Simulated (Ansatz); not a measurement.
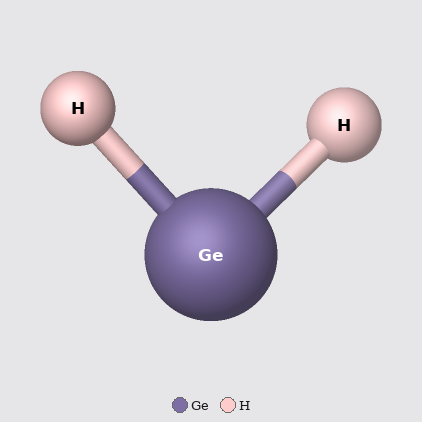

Ball-and-stick drawing of a structure.

The computed structure is the end point of a PBE0-D4/def2-TZVP optimisation.

Description:

Formula GeH2. The point group is C2v. Coordination: 1 Ge bent.

The parts below concern this one geometry. Atoms keep their numbers from picture to picture.

**Electronic properties**

Properties computed with RKS PBE0-D4/def2-TZVP (Ansatz 0.2.0).

What is the harmonic zero-point energy?

28.7 kJ/mol.

What is the dipole moment?

0.15 D.

**Vibrations**

Harmonic vibrations computed with RKS PBE0-D4/def2-TZVP (Ansatz 0.2.0) at a stationary point of the same level.

List the wavenumbers.

3 modes: 934, 1928, 1937 cm⁻¹.

**Charges**

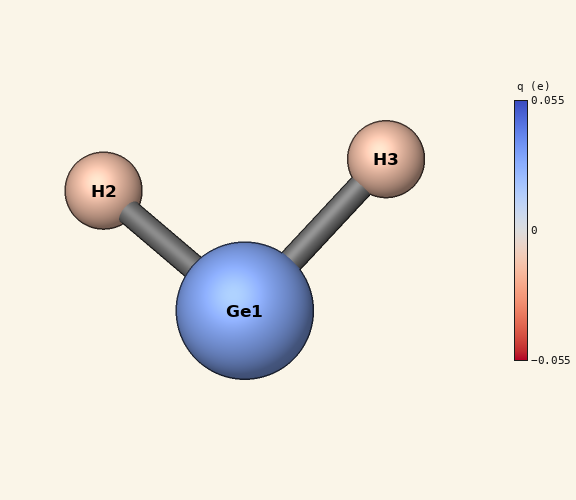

Atoms are coloured by their Mulliken charges. Method: RKS PBE0-D4/def2-TZVP (Ansatz 0.2.0).

Give the Mulliken charges atom by atom.

```json
{"atom": "Ge1", "value (e)": "0.03"}
{"atom": "H2", "value (e)": "−0.01"}
{"atom": "H3", "value (e)": "−0.01"}
```

Mulliken values depend strongly on the basis set and can even reverse the polarity of a bond.
